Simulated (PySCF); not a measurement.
System: C3H13NSSi2.

```yaml
atoms:
  - { symbol: C, position_ang: [-0.7487, -1.5472, 0.0769] }
  - { symbol: C, position_ang: [-0.1899, -0.1422, -0.1319] }
  - { symbol: C, position_ang: [-0.9186, 0.8917, 0.7240] }
  - { symbol: Si, position_ang: [-2.7382, 1.1812, 0.2499] }
  - { symbol: N, position_ang: [1.2296, -0.0969, 0.1614] }
  - { symbol: Si, position_ang: [2.4358, -0.4165, -1.0018] }
  - { symbol: S, position_ang: [4.3190, -0.1442, -0.0002] }
  - { symbol: H, position_ang: [-1.7928, -1.5913, -0.2199] }
  - { symbol: H, position_ang: [-0.1835, -2.2623, -0.5168] }
  - { symbol: H, position_ang: [-0.6721, -1.8309, 1.1253] }
  - { symbol: H, position_ang: [-0.2902, 0.1241, -1.1893] }
  - { symbol: H, position_ang: [-0.3773, 1.8363, 0.6372] }
  - { symbol: H, position_ang: [-0.8471, 0.5906, 1.7720] }
  - { symbol: H, position_ang: [-2.8455, 1.3064, -1.2050] }
  - { symbol: H, position_ang: [-3.5773, 0.0693, 0.7042] }
  - { symbol: H, position_ang: [-3.1911, 2.4151, 0.8936] }
  - { symbol: H, position_ang: [1.4163, -0.2951, 1.1351] }
  - { symbol: H, position_ang: [2.5506, -1.7657, -1.5509] }
  - { symbol: H, position_ang: [2.3122, 0.5861, -2.0552] }
  - { symbol: H, position_ang: [4.1037, 1.1021, 0.3885] }
```

Geometry: GFN2-xTB.

These are results of PySCF 2.14.0, PBE0/pcSseg-1, SCF density, gas phase, non-relativistic, not measurements.

Question: What will maps of the electron density and electron localisation function show?

Answer: C–N (1.45 Å): ρ is about 1.9 e/Å³ halfway; the ELF peaks at about 0.90 between the atoms (localised, covalent bonding).
Si–N (1.71 Å): the density is about 1.1 e/Å³ at the midpoint; the ELF peaks at about 0.90 between the atoms (a shared but strongly polarised pair).
Si–S (2.15 Å): ρ at the midpoint is about 0.83 e/Å³; the ELF peaks at about 0.95 between the atoms; localised, covalent bonding.

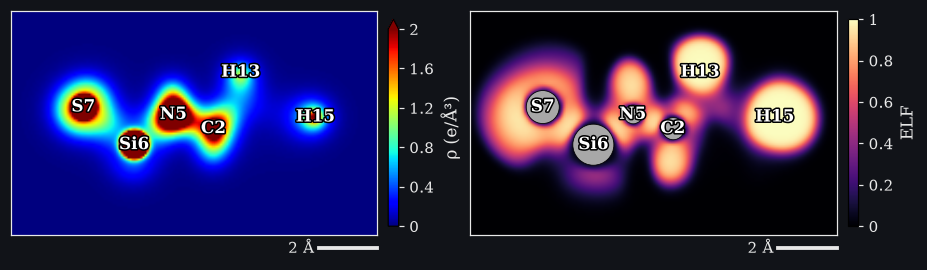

Computed electron density and electron localisation function on the plane of atoms N5, Si6 and S7, in this order. Grey discs cover the atomic cores in the ELF map. 
